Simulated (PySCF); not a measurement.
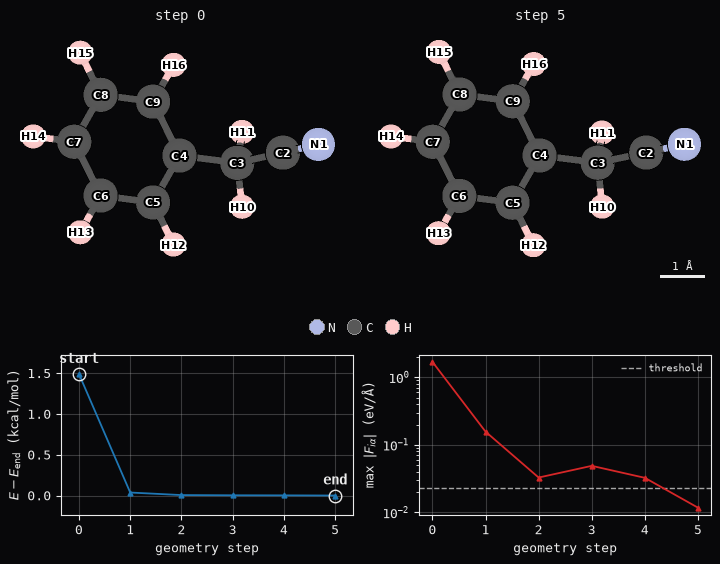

First and last geometry of a relaxation of C8H7N, with the history of the run. A ball-and-stick model, seen at a tilt.

The start comes from GFN2-xTB.

Method: PySCF, PBE0-D3(BJ)/def2-SVP geometry optimisation, gas phase. 

> What do the curves and the structures tell?

It converged. The atom that moves furthest after the best rigid fit is N1 (0.16 Å). Largest moves by element: N 0.16 Å, C 0.08 Å, H 0.05 Å. Some distances before and after: C2–C3 1.443 → 1.461 Å, N1–C2 1.143 → 1.157 Å, C5–H12 1.081 → 1.093 Å, C5–C6 1.384 → 1.393 Å. Bond angles that change, for instance: C2–C3–C4 109.1° → 112.7°, H10–C3–H11 109.1° → 106.7°. The energy falls by 1.49 kcal/mol in 5 geometry steps. Largest force component: 1.7 eV/Å at the start, 0.012 eV/Å at the end.

```tsv
step	E − E(0), kcal/mol	largest force component, eV/Å
0	0.00	1.6897
1	-1.45	0.1569
2	-1.49	0.0329
3	-1.49	0.0490
4	-1.49	0.0326
5	-1.49	0.0118
```
